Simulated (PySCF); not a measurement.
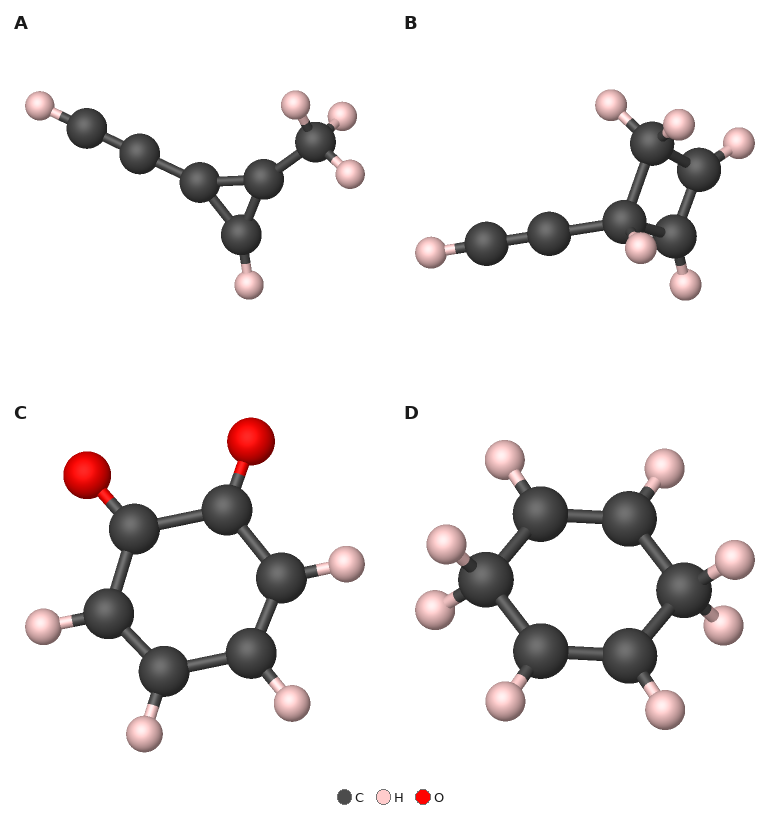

The picture comes from a calculation with PySCF.

Match each picture to its SMILES.
(1) C#Cc1c[c+]1C
(2) O=C1C=CC=CC1=O
(3) C#C[C@H]1C=CC1
(4) C1=CCC=CC1

A is (1), B is (3), C is (2), D is (4).
